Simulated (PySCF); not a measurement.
C6H9NO (SMILES CC[C@](C)(C#N)C=O)

| atom | x (Å) | y (Å) | z (Å) |
| --- | --- | --- | --- |
| C | 1.7941 | -0.5909 | -0.2745 |
| C | 0.3373 | -0.9332 | -0.5625 |
| C | -0.6404 | 0.1369 | -0.0276 |
| C | -0.5934 | 0.3001 | 1.4945 |
| C | -1.9823 | -0.2510 | -0.4155 |
| N | -3.0396 | -0.5685 | -0.7103 |
| C | -0.3637 | 1.4603 | -0.7299 |
| O | -0.1831 | 2.5040 | -0.1785 |
| H | 2.0480 | 0.3900 | -0.6717 |
| H | 2.4421 | -1.3291 | -0.7411 |
| H | 1.9945 | -0.5943 | 0.7935 |
| H | 0.0860 | -1.8934 | -0.1069 |
| H | 0.1908 | -1.0295 | -1.6416 |
| H | -0.6874 | -0.6665 | 1.9839 |
| H | 0.3439 | 0.7665 | 1.7857 |
| H | -1.4064 | 0.9430 | 1.8257 |
| H | -0.3473 | 1.3676 | -1.8332 |

Geometry: GFN2-xTB.

Method: PBE0/pcSseg-1, SCF density, gas phase, non-relativistic (PySCF 2.14.0).

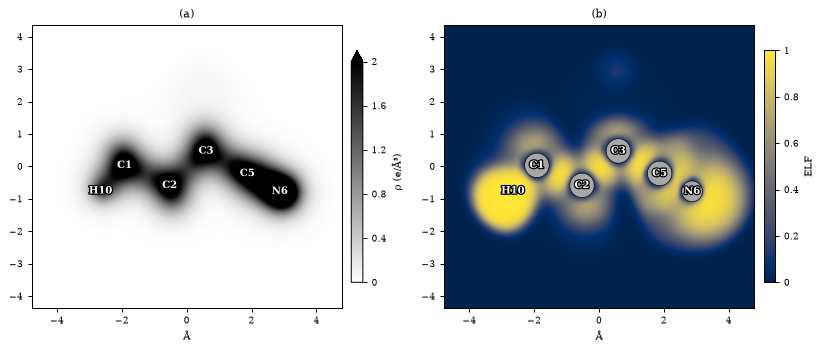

Figure 1. (a) total electron density; (b) electron localisation function on the plane of atoms C2, C3 and C5. Grey discs cover the atomic cores in the ELF map.

Q: Read the bonding off the picture.

A: The plane passes through C, N and H nuclei. C–N (1.14 Å): the density is about 3.6 e/Å³ at the midpoint; the ELF peaks at about 0.85 between the atoms: a short, multiple covalent bond. C–C (1.45 Å): ρ at the midpoint is about 1.8 e/Å³; the ELF peaks at about 0.95 between the atoms: a covalent bond. C–H (1.09 Å): ρ at the midpoint is about 2 e/Å³; the ELF climbs to about 1 towards the hydrogen, as it does in any bond to H: an ordinary covalent bond to hydrogen. C–C (1.52 Å): ρ is about 1.6 e/Å³ halfway; the ELF peaks at about 0.95 between the atoms (a covalent bond). The ELF also peaks beside N6, away from the bonds: lone-pair regions.

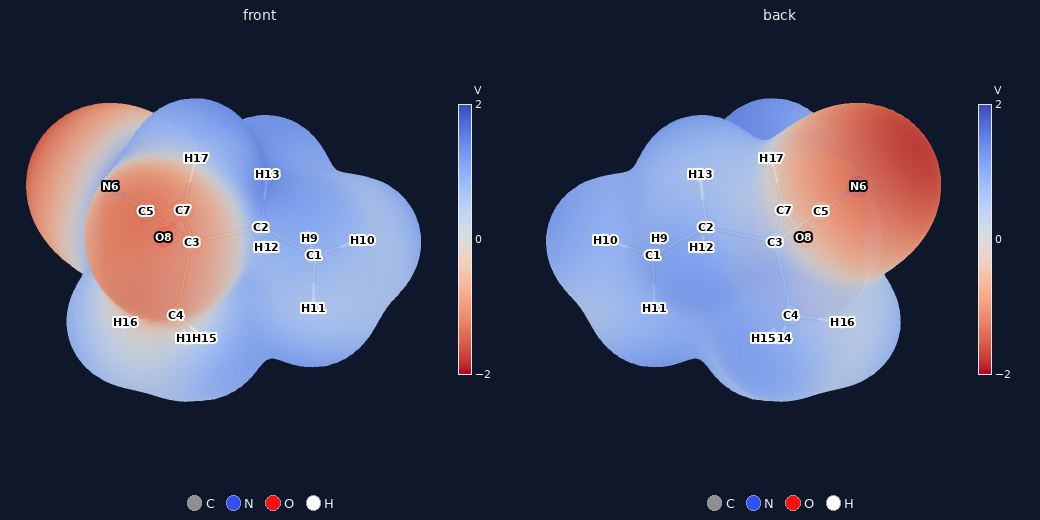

Figure 2. The molecular electrostatic potential painted on the density surface at 0.002 e/bohr³, seen from the front and from behind; red is negative and blue positive.

Q: Describe the electrostatic potential map.

A: The most negative region (about −1.7 V) lies over N6, the most positive (about +1.3 V) over the C and H atoms. N6 is the likeliest acceptor of a hydrogen bond.
